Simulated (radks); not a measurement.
# Atomic calculation for Yb

Atomic ytterbium (Yb) in the configuration [Xe] 4f14 6s2. Computed at this level: scalar-relativistic Kohn-Sham, LDA (Slater exchange, Perdew-Wang correlation), spin-polarised, spherical densities, finite nucleus (the in-house radial solver radks).

### Key numbers

- outcome: converged
- total energy: −14049.5179 hartree
- kinetic energy: 15302.8299 hartree
- electron–nucleus energy: −34588.9756 hartree
- Hartree energy: 5520.7556 hartree
- exchange–correlation energy: −284.127857 hartree
- radius at density 0.001 e/bohr³: 5.02 bohr
- SCF iterations: 29
- hardware: 1 CPU thread, shared host
- wall time: 0.67 s

### Input file
```
Z 70
configuration [Xe] 4f14 6s2
relativity scalar-relativistic
functional lda,pw
spin polarised
nucleus finite rms 5.3108 fm
c 137.035999084
```

Energies in input and log are in hartree, lengths in bohr (the nuclear radius in fm).

Launched within a batch (the task file carries these settings):
```bash
python <driver script> task.json out
```

### Log
```
1s      1   1.0000       -2248.07746194
2s      1   1.0000        -380.94440856
2p      1   3.0000        -335.95010223
3s      1   1.0000         -85.84468780
3p      1   3.0000         -72.27581885
3d      1   5.0000         -55.70200719
4s      1   1.0000         -16.86505237
4p      1   3.0000         -12.40723201
4d      1   5.0000          -6.53370233
4f      1   7.0000          -0.11944235
5s      1   1.0000          -2.02437119
5p      1   3.0000          -1.01395163
6s      1   1.0000          -0.14990489
1s      2   1.0000       -2248.07746194
2s      2   1.0000        -380.94440856
2p      2   3.0000        -335.95010223
3s      2   1.0000         -85.84468780
3p      2   3.0000         -72.27581885
3d      2   5.0000         -55.70200719
4s      2   1.0000         -16.86505237
4p      2   3.0000         -12.40723201
4d      2   5.0000          -6.53370233
4f      2   7.0000          -0.11944235
5s      2   1.0000          -2.02437119
5p      2   3.0000          -1.01395163
6s      2   1.0000          -0.14990489
Etot -14049.517921517627
Ekin 15302.829949971261
Encl -34588.9755690515
Eh 5520.7555541488255
Exc -284.12785658621067
err 4.694105712158569e-09
it 29
```

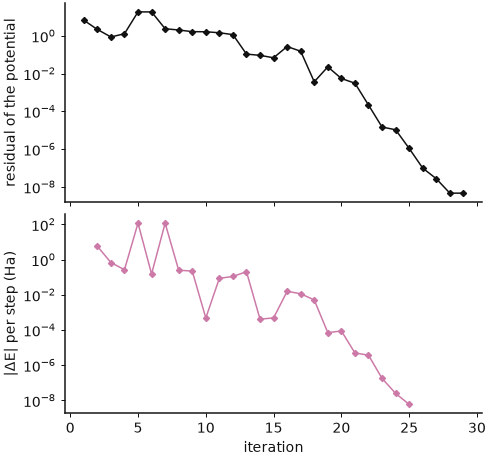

Fig. 1: Convergence: residual of the potential and change of the energy from step to step (the smallest changes aren't drawn) against the iteration. The residual falls unevenly and jumps up by a factor of two or more 3 times on the way down. It goes from 6.8 to 4.7×10⁻⁹ in 29 steps.

### Orbitals

| orbital | occupation | energy (eV) | ⟨r⟩ (bohr) | outer maximum (bohr) |
| --- | --- | --- | --- | --- |
| 1s up | 1 | −61173.3 | 0.01968 | 0.0124 |
| 1s down | 1 | −61173.3 | 0.01968 | 0.0124 |
| 2s up | 1 | −10366.0 | 0.08340 | 0.0706 |
| 2s down | 1 | −10366.0 | 0.08340 | 0.0706 |
| 2p up | 3 | −9141.7 | 0.07417 | 0.0576 |
| 2p down | 3 | −9141.7 | 0.07417 | 0.0576 |
| 3s up | 1 | −2336.0 | 0.2170 | 0.200 |
| 3s down | 1 | −2336.0 | 0.2170 | 0.200 |
| 3p up | 3 | −1966.7 | 0.2164 | 0.197 |
| 3p down | 3 | −1966.7 | 0.2164 | 0.197 |
| 3d up | 5 | −1515.7 | 0.1962 | 0.160 |
| 3d down | 5 | −1515.7 | 0.1962 | 0.160 |
| 4s up | 1 | −458.921 | 0.4882 | 0.455 |
| 4s down | 1 | −458.921 | 0.4882 | 0.455 |
| 4p up | 3 | −337.618 | 0.5185 | 0.476 |
| 4p down | 3 | −337.618 | 0.5185 | 0.476 |
| 4d up | 5 | −177.791 | 0.5603 | 0.491 |
| 4d down | 5 | −177.791 | 0.5603 | 0.491 |
| 5s up | 1 | −55.086 | 1.208 | 1.07 |
| 5s down | 1 | −55.086 | 1.208 | 1.07 |
| 5p up | 3 | −27.591 | 1.452 | 1.23 |
| 5p down | 3 | −27.591 | 1.452 | 1.23 |
| 6s up | 1 | −4.079 | 3.872 | 3.22 |
| 6s down | 1 | −4.079 | 3.872 | 3.22 |
| 4f up | 7 | −3.250 | 0.7912 | 0.482 |
| 4f down | 7 | −3.250 | 0.7912 | 0.482 |

### Slater integrals of the outer shells (hartree)

| integral | value |
| --- | --- |
| F0(4f,4f) | 1.2108 |
| F2(4f,4f) | 0.5570 |
| F4(4f,4f) | 0.3462 |
| F6(4f,4f) | 0.2482 |
| F0(4f,6s) | 0.3068 |
| G3(4f,6s) | 0.0099 |
| F0(4f,5p) | 0.7468 |
| F2(4f,5p) | 0.2486 |
| G2(4f,5p) | 0.1344 |
| G4(4f,5p) | 0.1014 |
| F0(4f,5s) | 0.8590 |
| G3(4f,5s) | 0.1603 |
| F0(6s,6s) | 0.2334 |
| F0(6s,5p) | 0.2953 |
| G1(6s,5p) | 0.0208 |
| F0(6s,5s) | 0.2996 |
| G0(6s,5s) | 0.0101 |
| F0(5p,5p) | 0.6215 |
| F2(5p,5p) | 0.3314 |
| F0(5p,5s) | 0.6739 |

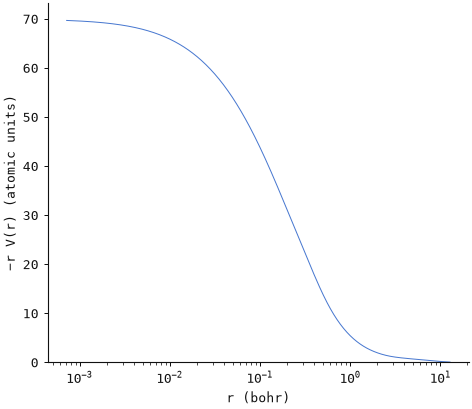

Fig. 2: The screened charge −r V(r) of the Kohn-Sham potential. Close to the nucleus it reaches 69.7, near the nuclear charge 70; inside the finite nucleus, left of the plot, it would fall to zero. It falls through 35, midway between the nuclear and the ionic charge, at r = 0.16 bohr, and stands at 0.09 at the end of the plot (r = 13 bohr); the net charge is 0. The exact potential would level off one unit above the net charge.

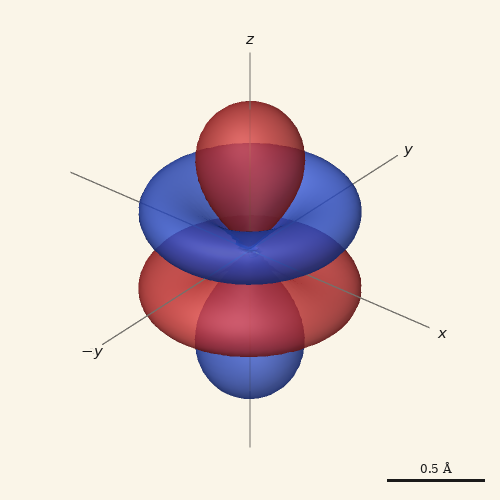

Fig. 3: The 4f(z³) orbital. The radial function comes from the spherical calculation and is multiplied by a real spherical harmonic; the overall sign is chosen so that the largest lobe of P(r) is positive; at the scalar-relativistic level it is the large component. The surface of constant |ψ| that holds about 85 % of the electron is drawn, red where ψ is positive and blue where it is negative. It has the nodal plane xy and two cones about z and no radial node. The maximum of P² lies at 0.482 bohr, ⟨r⟩ = 0.791 bohr, 90 % of the charge lies within 1.39 bohr, and the eigenvalue is −3.25 eV, with 14 electrons in the shell.

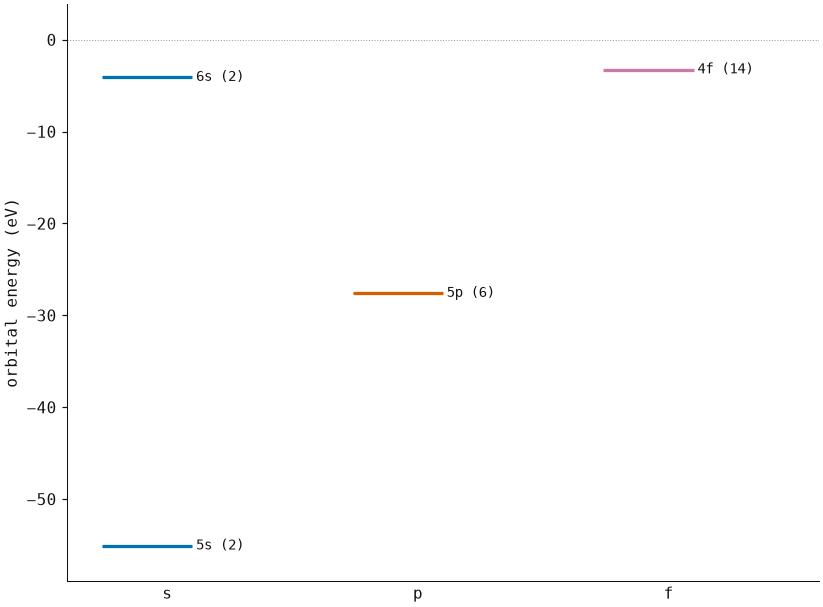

Fig. 4: The outer levels are drawn by angular momentum (occupations in brackets). The highest occupied level is 4f at −3.25 eV. The highest 3 occupied levels, from the top down, are 4f (−3.25 eV), 6s (−4.08 eV), 5p (−27.6 eV).
